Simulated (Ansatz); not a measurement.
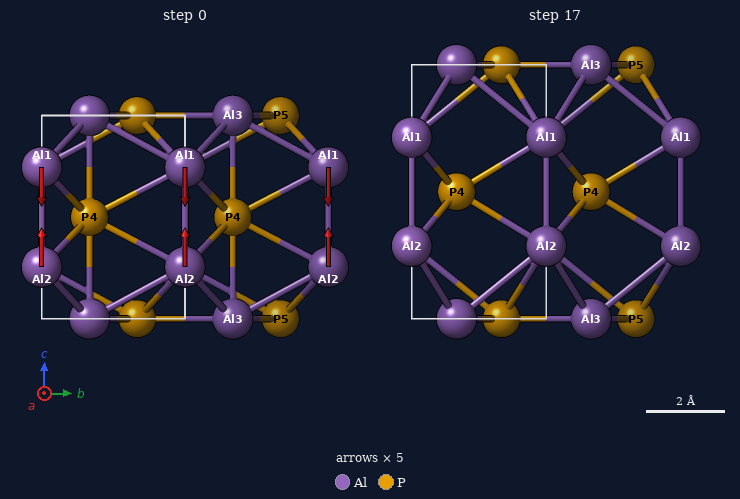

The structure of crystalline Al₃P₂ (a generated structure, set up in P-6m2) before (left) and after (right) a relaxation, at one scale. The red arrows give the displacements (the part carried along by the change of the cell is left out), magnified 5 times.

Style: ball-and-stick. Shown: the cell of the calculation, repeated 1 × 2 × 1 with one cell outlined, along the a axis.

Computed with DFT PBE, scalar-relativistic, plane waves, PAW (Ansatz 0.2.0).

The input:
```yaml
crystal:
  lattice:
    - [4.25387678, 0.0, 0.0]
    - [-2.12693839, 3.68396536, 0.0]
    - [0.0, 0.0, 5.22360654]
  atoms:
    - { symbol: Al, position: [0.0, 0.0, 0.74540001] }
    - { symbol: Al, position: [0.0, 0.0, 0.25459999] }
    - { symbol: Al, position: [0.66666667, 0.33333333, 0.0] }
    - { symbol: P, position: [0.66666667, 0.33333333, 0.5] }
    - { symbol: P, position: [0.33333333, 0.66666667, 0.0] }
basis:
  ecutwfc: 420
kpoints:
  mp_grid: { grid: [12, 12, 8] }
hamiltonian:
  xc: pbe
scf:
  occupations: { method: gaussian, width: 0.1 }
output:
  forces: true
  stress: true
  eigenvalues: true
relax:
  adjacent_minimum: "off"
  f_tol: 0.01
  max_steps: 80
  cell: { stress_tol: 0.05 }
```

Command:
```bash
ansatz run input.yaml --threads 1 --pin off --max-ram 2560MiB --backend cpu --events-out ev --progress --plain --runs-dir out
```

### Summarise the run.

The largest moves relative to the cell, 0.21 Å, are those of Al1 and Al2. Al2 goes along +c. P stays in place. The drawn cell changes as follows: a = b 4.254 → 3.994 Å (−6.1 %), c 5.224 → 6.528 Å (+25.0 %); the volume changes by +10.1 %. Among the contacts that change: Al1–Al2 2.660 → 3.735 Å, Al3–P4 2.612 → 3.264 Å, Al1–Al2 (another image) 2.564 → 2.793 Å, Al1–Al3 2.793 → 2.967 Å. Bond angles that change, for instance: Al1–P4–Al2 55.1° → 62.4°, Al1–P4–Al1 100.3° → 95.6°. The space group stays P-6m2 (No. 187). Over 12 accepted moves (17 points after the start) the energy falls by 57.4 meV per atom. Largest force component: 0.29 eV/Å at the start, 0.001 eV/Å at the end. Pressure: 3.25 GPa at the start and 0.00 GPa at the end. The line search rejected the trial steps at points 11, 15 of the run. At 3 points the geometry stayed and the basis and grid were re-selected for the new cell (energy shift of 4.2 meV per atom at most each time).
